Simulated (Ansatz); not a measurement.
The calculation's input:

```
crystal:
  periodic: [false, false, false]
  atoms:
    - symbol: O
      position_ang: [-3.105712, -0.429135, 1.716148]
    - symbol: O
      position_ang: [-1.683114, -1.986413, 0.148302]
    - symbol: Si
      position_ang: [-3.201755, -2.016543, 0.664387]
    - symbol: Si
      position_ang: [-0.179312, -2.537850, -0.492471]
    - symbol: H
      position_ang: [-2.243857, -0.004015, 1.892322]
    - symbol: H
      position_ang: [-3.797956, -0.074654, 2.305611]
    - symbol: H
      position_ang: [-4.233178, -1.574990, -0.330195]
    - symbol: H
      position_ang: [0.835668, -1.617386, 0.068227]
    - symbol: H
      position_ang: [-0.296938, -2.437824, -1.964509]
    - symbol: H
      position_ang: [-0.005601, -3.931365, -0.021903]
basis:
  gaussian:
    orbitals: def2-TZVPD
total_charge: 1
magnetization:
  spin_polarized: true
  initial_magnetization: 1
hamiltonian:
  xc: pbe0
output:
  forces: true
  orbitals: {seedname: orbitals}
```

Command:

```sh
ansatz run input.yaml --threads 2 --pin off --max-ram 4350MiB --events-out events.jsonl --progress --plain --runs-dir runs
```

Geometry: B3LYP-D3(BJ)/def2-SVP.

Level of theory: Ansatz, isolated molecule in a Gaussian basis; Kohn-Sham density functional theory, functional PBE0.

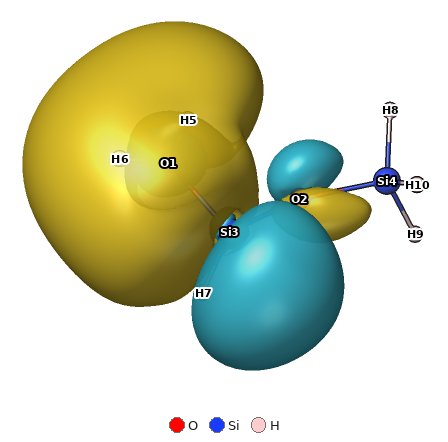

H6O2Si2 (charge +1, doublet). The LUMO (α) at ±0.05 Å⁻³ᐟ² (yellow and cyan are the two phases), seen at a tilt.

Where does this orbital lie, and at what energy?

Answer. Its weight (Hirshfeld) is mainly on Si3 (about 45 %), H6 (about 15 %), H5 (about 15 %) and O1 (about 10 %). Its energy is −5.87 eV.
